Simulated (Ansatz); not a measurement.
Frequency calculation of BPNH$_{7}$O

- system: BPNH$_{7}$O
- method: RKS B3LYP-D4/def2-SVP (Ansatz 0.2.0)

It belongs to a series of runs on one base structure; here: vibrations at the highest image of the band.

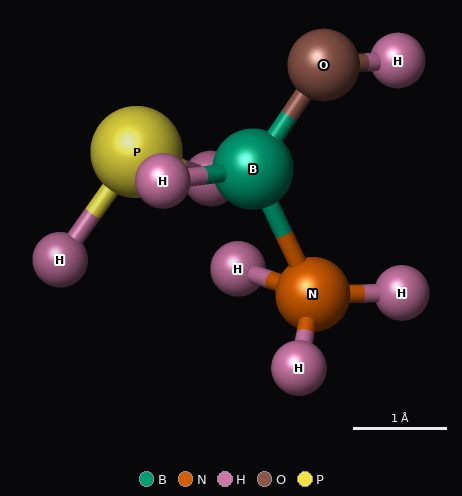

*The structure (ball-and-stick view, seen at a tilt).*

Bond lengths as drawn: B–H 1.20 Å, B–N 1.56 Å, B–O 1.37 Å, H–N 1.02 to 1.27 Å, H–O 0.96 Å and H–P 1.43 Å.

**Results in brief**

| quantity | value |
| --- | --- |
| outcome | converged |
| total energy | −13611.0611 eV |
| mean-field energy | −13610.7449 eV |
| largest force (length of the vector) | 0.001 eV/Å |
| hardware | 2 threads of Arm Neoverse V1, 24 GiB of memory available, shared host |
| wall time | 97 s (CPU time 3.1 min) |
| peak memory | 0.19 GiB |

**Input file**
```yaml
crystal:
  periodic: [false, false, false]
  atoms:
    - { symbol: B, position_ang: [0.046724, 0.075677, 0.224159] }
    - { symbol: "N", position_ang: [-0.140533, -0.19937, 1.746548] }
    - { symbol: H, position_ang: [-1.005629, -0.648468, 2.048309] }
    - { symbol: H, position_ang: [0.663968, -0.587489, 2.242284] }
    - { symbol: H, position_ang: [1.188726, 0.284728, -0.09148] }
    - { symbol: O, position_ang: [-0.785344, -0.490828, -0.698212] }
    - { symbol: H, position_ang: [-1.679611, -0.687639, -0.397557] }
    - { symbol: P, position_ang: [-0.571254, 2.473159, 0.488385] }
    - { symbol: H, position_ang: [-1.737846, 2.672219, 1.29903] }
    - { symbol: H, position_ang: [0.324753, 3.070809, 1.431001] }
    - { symbol: H, position_ang: [-0.316053, 1.048801, 1.627634] }
basis:
  gaussian: { orbitals: def2-SVP }
hamiltonian:
  xc: b3lyp
  dispersion: d4
phonons: {}
```

Launched with:
```bash
ansatz run input.yaml --threads 2 --pin off --max-ram 3072MiB --backend cpu --events-out ev --progress --plain --runs-dir out
```

**The program's output**
```
Engine: ansatz 0.2.0, aarch64-unknown-linux-gnu
Functional definition: B3LYP
  parameter a0 = 0.2
  parameter ax = 0.72
  parameter ac = 0.81
  exchange = (1 - a0 - ax)*slater_x + ax*b88_x + a0*exact_x
  correlation = (1 - ac)*vwn_rpa_c + ac*lyp_c
1024 factors; integrals over basis functions are off by at most 3.5e-4 eV
mean field evaluation 1: about -13603.3928 eV, gradient 6.2e1 eV
mean field evaluation 2: about -13593.8281 eV, gradient 9.3e1 eV
mean field evaluation 4: about -13610.6904 eV, gradient 3.4e0 eV
mean field evaluation 8: about -13610.7446 eV, gradient 7.4e-2 eV
mean field -13610.74461066 eV, -500.1856387476 hartree, gradient 3.3e-5 eV, S^2 0.000000; 0 other end points of the search recorded, 0 dependent functions left out
the calculation of the forces begins
reference -13610.74485265 eV, -500.1856476407 hartree; 21, 21 occupied and 74, 74 virtual orbitals, 1024 factors
these checks for a lower state are left out or cut short: stability, starts, cluster_reference, orbital_swaps, neighbouring_geometries, increment
1024 factors; integrals over basis functions are off by at most 3.4e-4 eV
mean field evaluation 16: about -13610.7142 eV, gradient 2.2e-1 eV
mean field -13610.74447016 eV, -500.1856335846 hartree, gradient 2.7e-6 eV, S^2 0.000000; 0 other end points of the search recorded, 0 dependent functions left out
[... from here on the field's lines of each further geometry are left out, up to the last ...]
the calculation of the forces begins
reference -13610.74485701 eV, -500.1856478007 hartree; 21, 21 occupied and 74, 74 virtual orbitals, 1024 factors
these checks for a lower state are left out or cut short: stability, starts, cluster_reference, orbital_swaps, neighbouring_geometries, increment
1024 factors; integrals over basis functions are off by at most 3.5e-4 eV
mean field -13610.74459133 eV, -500.1856380373 hartree, gradient 1.3e-6 eV, S^2 0.000000; 0 other end points of the search recorded, 0 dependent functions left out
the calculation of the forces begins
reference -13610.74483332 eV, -500.1856469303 hartree; 21, 21 occupied and 74, 74 virtual orbitals, 1024 factors
WARN: phonons: modes at or below zero, which the zero-point energy, F, S and C_V leave out: 1, the lowest at -1392.44 cm⁻¹. A minimum has none, and a first-order saddle one
Total energy: -13611.06113401 eV, -500.1972707664 hartree
Atom 0 at     0.046724     0.075677     0.224159 Å, force    -0.000284     0.000117     0.000094 eV/Å
Atom 1 at    -0.140533    -0.199370     1.746548 Å, force     0.000322    -0.000350     0.000407 eV/Å
Atom 2 at    -1.005629    -0.648468     2.048309 Å, force    -0.000127     0.000232    -0.000302 eV/Å
Atom 3 at     0.663968    -0.587489     2.242284 Å, force     0.000024     0.000080    -0.000006 eV/Å
Atom 4 at     1.188726     0.284728    -0.091480 Å, force    -0.000008    -0.000015    -0.000041 eV/Å
Atom 5 at    -0.785344    -0.490828    -0.698212 Å, force     0.000007    -0.000042    -0.000208 eV/Å
Atom 6 at    -1.679611    -0.687639    -0.397557 Å, force    -0.000036     0.000026     0.000053 eV/Å
Atom 7 at    -0.571254     2.473159     0.488385 Å, force     0.000143     0.000082    -0.000137 eV/Å
Atom 8 at    -1.737846     2.672219     1.299030 Å, force     0.000039    -0.000196    -0.000007 eV/Å
Atom 9 at     0.324753     3.070809     1.431001 Å, force    -0.000074     0.000163    -0.000014 eV/Å
Atom 10 at    -0.316053     1.048801     1.627634 Å, force    -0.000006    -0.000096     0.000161 eV/Å
Dipole moment:    -0.198308    -0.803205     0.765063 e Å
Vibrations: -1392.44 95.52 149.94 243.18 278.22 390.59 413.13 435.88 474.93 543.42 759.90 798.05 891.04 958.22 1049.75 1092.68 1131.31 1324.01 1343.13 1449.67 1595.09 2334.99 2363.46 2632.79 3475.52 3588.28 3864.73 cm⁻¹, zero-point energy 2.087734 eV
```

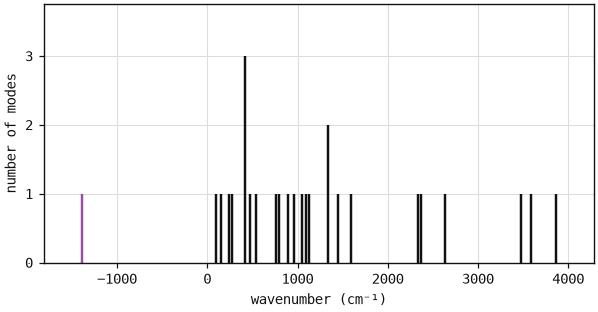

*Harmonic vibrational wavenumbers from the force constants; neighbouring modes closer than 24 cm⁻¹ are counted in one stick, and imaginary ones are drawn at negative wavenumbers.*

27 modes from 1392i to 3865 cm⁻¹, 1 imaginary beyond 8i (1392i cm⁻¹): a first-order saddle point, if the geometry is stationary.
